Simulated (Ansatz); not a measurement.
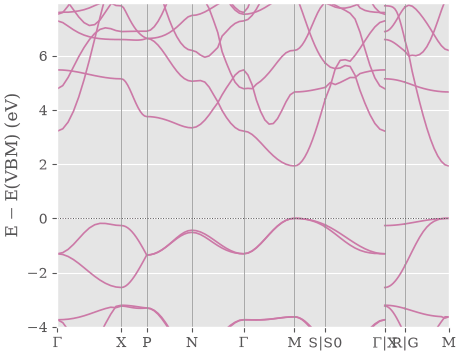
Figure. Band structure from LDA in the plane-wave PAW code Ansatz

Read off the gap and where the band edges lie.

About 1.9 eV (1.93 eV by a search for the band edges); maximum at M, minimum at M.

Which of these materials gives this?
A. ZnSnP2, chalcopyrite
B. BaO2, MoSi2 or CaC2 type
C. MgCdTe2, chalcopyrite

B, BaO2, MoSi2 or CaC2 type

Space group I4/mmm (MoSi2 or CaC2 type). The workflow started from a Materials Project entry (that database holds measured and hypothetical structures alike); the Crystallography Open Database files this formula in space group No. 139, but the cells were not matched. Whether it is the stable phase at ambient conditions was not checked. The LDA relaxation kept the symmetry of its start; whether a distortion lowers the energy is not shown. Scalar-relativistic: spin–orbit coupling is off unless named, which matters more the heavier the elements.

Potentials: the later of the program's two PAW sets.
